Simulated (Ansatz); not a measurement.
## GaAs: Ga → In

Consider GaAs in the zinc blende structure (space group F-43m, No. 216; a = 5.659 Å).

It is then changed as follows: every Ga is replaced by In; the structure is relaxed again.

Computed with PBEsol (Ansatz, a program for electronic structure, PAW, no SOC). k-mesh 9×9×9 (Γ-centred); smearing 0.05 eV (Fermi–Dirac), for the changed cell.

The volume per atom grows by 5.54 Å³ (22.66 Å³ → 28.20 Å³) and the density rises by 0.29 g/cm³, from 5.30 g/cm³ to 5.59 g/cm³. The lattice parameter a rises by 0.428 Å to 6.087 Å and the space group remains F-43m (No. 216). The band gap changes from 0.42 eV to zero.

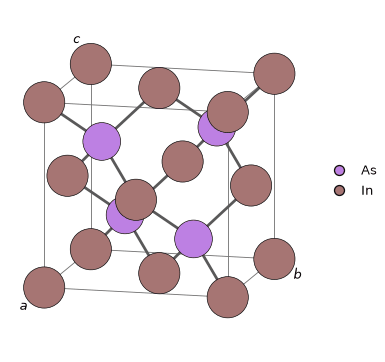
Figure: The relaxed conventional cell after the change

Whether these cells are dynamically stable was not tested. All final runs are without spin polarisation. A zero or small gap of InAs can be the functional's error rather than a property of the material.
